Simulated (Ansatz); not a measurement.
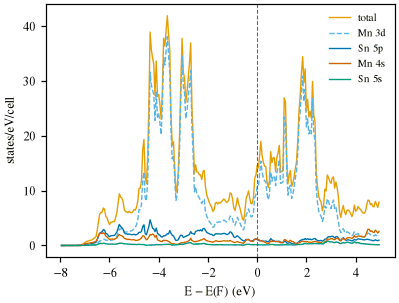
Total and projected density of states of Mn3Sn in space group Cmcm (No. 63; Mn on 8g, Mn on 4c, Sn on 4c), r²SCAN in the plane-wave PAW code Ansatz

Question: Which orbitals carry the states next to the Fermi level?

Answer: Within 0.5 eV of the Fermi level: Mn 3d 75 %, Sn 5p 8 %, Mn 4s 7 %, outside the projected shells 9 %. Projections are on Löwdin-orthogonalised atomic valence shells; empty p or d shells of many metals are not among them.

Question: Where is the tallest occupied peak in this window, and what makes it?

Answer: Near -3.6 eV, about 42 states/eV per cell; the largest projected share is Mn 3d.

The workflow started from an entry of the Crystallography Open Database (COD); the relaxed space group is not among those it files for this formula. COD files the formula under space group No. 194. Its standing as an ambient phase is unchecked. Symmetry was held in the r²SCAN relaxation, as lowered by the spin order; whether a distortion lowers the energy is not shown. The final state is antiferromagnetic, chosen from 5 collinear starts compared on coarse meshes (ties went to the first, and starts can fall back to one state), not a proven ground state. The program gave a warning on the electronic state, which may not be the lowest. Scalar-relativistic: spin–orbit coupling is off unless named, which matters more the heavier the elements.

Potentials: the later of the program's two PAW sets.
